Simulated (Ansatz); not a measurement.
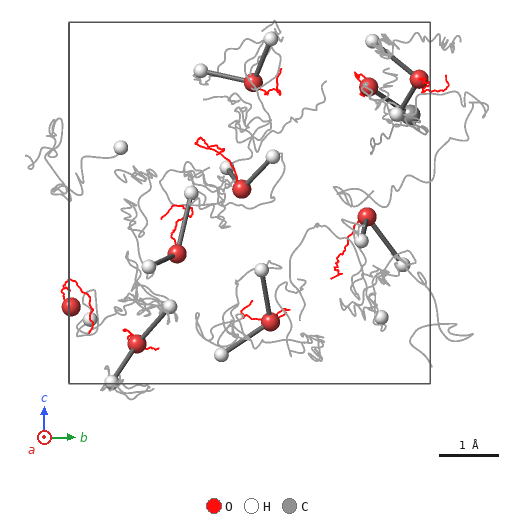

First-principles dynamics of a periodic cell with 8 H2O + 1 H2CO at 1.201 g/cm³, 200 fs long. It starts from the last geometry of an earlier run, with fresh velocities. Lines trace each atom's path, in the colour of its element; spheres stand at the starting positions. Seen along the a axis in the simulation cell.

The calculation used Ansatz 0.2.0, DFT PBE-D3(BJ), scalar-relativistic, plane waves, PAW. Set-up: plane-wave cutoff 420 eV; k-point mesh 1 × 1 × 1; Fermi-Dirac smearing 0.05 eV; Langevin thermostat (NVT); set temperature 1000 K; time step 0.5 fs; friction 0.005 per fs.

> How do the atoms move?

Root-mean-square distances from the starting positions over the second half, with the common drift of all atoms taken out: H 1.46 Å, C 0.97 Å, O 0.74 Å. The heavy atoms stay within a fraction of a molecule's size of their starting places; so short a run doesn't tell a liquid from a solid. The mean temperature in the second half is 946 K (standard deviation 134 K). The potential energy in the second half lies on average 11.7 meV per atom below the first frame.

Limits of the set-up: the periodic images lie only 6.2 Å apart, so the values are limited by the cell's size.
